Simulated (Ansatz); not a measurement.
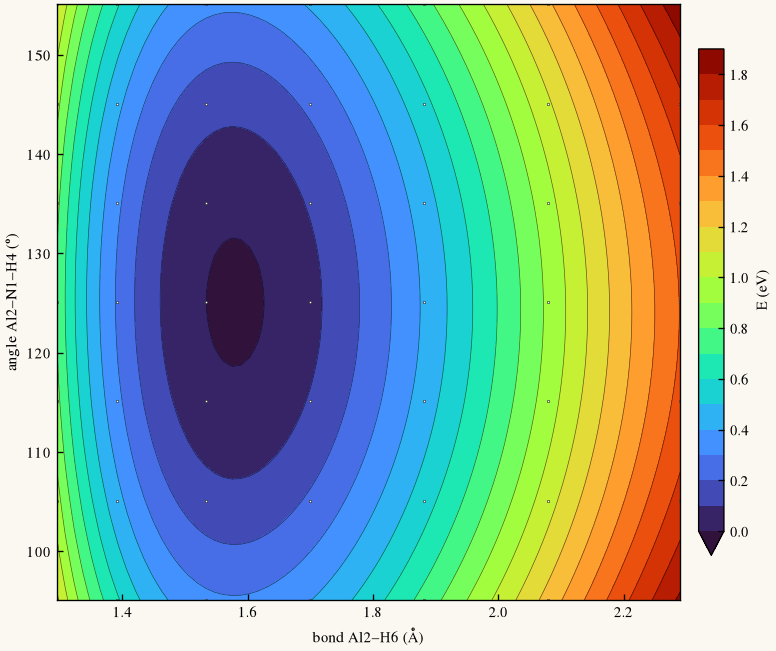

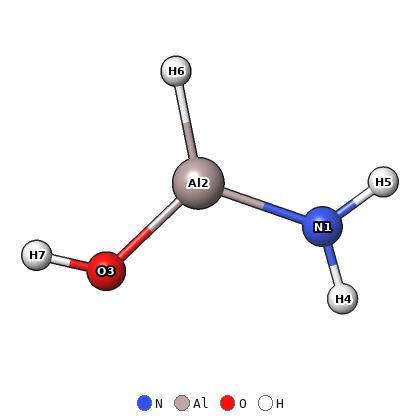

Energy landscape of AlH₄NO, SMILES [NH2][AlH][OH]. 
- Two internal coordinates are moved rigidly from the geometry relaxed at PBE0-D4/def2-TZVP, all others fixed.
- First axis: bond Al2–H6. Second axis: angle Al2–N1–H4.
- Grid: 7 × 7 points.
- Points are written as (first, second).
- All energies are given in eV relative to the lowest grid point.
- These are results of RKS r2SCAN-D4/def2-TZVPP in Ansatz 0.2.0, not measurements.

The picture shows filled contours, dots at the grid points. Between grid points the surface is interpolated. The second picture is the structure at the lowest point.

Question: Summarise what can be read from the map.

Answer: The lowest grid point is at (1.534 Å, 125°). It is the only kind of minimum in the scanned range. The highest grid point, (2.290 Å, 155°), lies 1.87 eV above the lowest. Round the minimum the two coordinates are nearly uncoupled.
